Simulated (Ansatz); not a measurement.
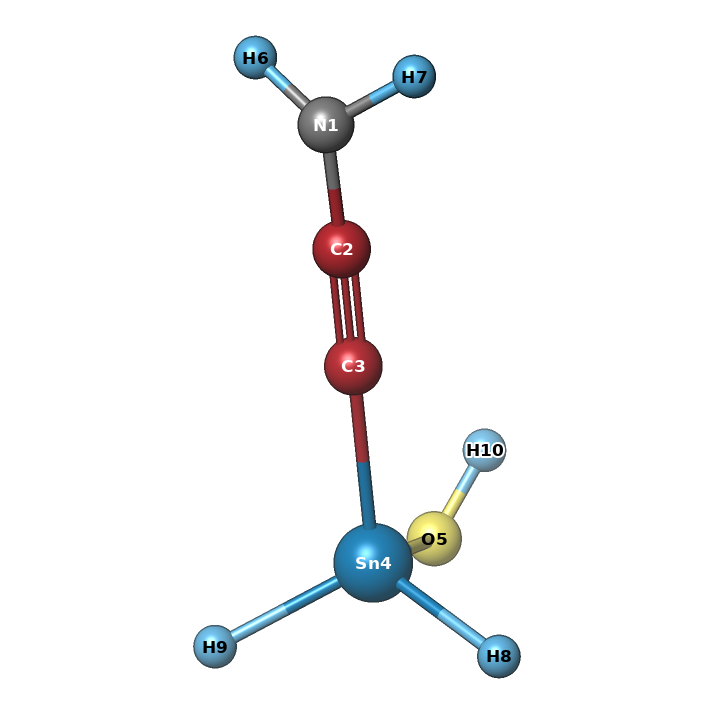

O5 lies behind Sn4. The molecule seen a little off the Sn4–O5 bond, Sn4 in front. Depth is shown by fading: the farther an atom, the more it takes the colour of the background. Computed geometry: PBE-D4/def2-SVP optimisation. No frequency run is at hand to confirm it as a minimum.

What is the torsion angle C3–Sn4–O5–H10? The sign is positive where the front bond must turn clockwise to cover the back bond.

26°, synperiplanar.
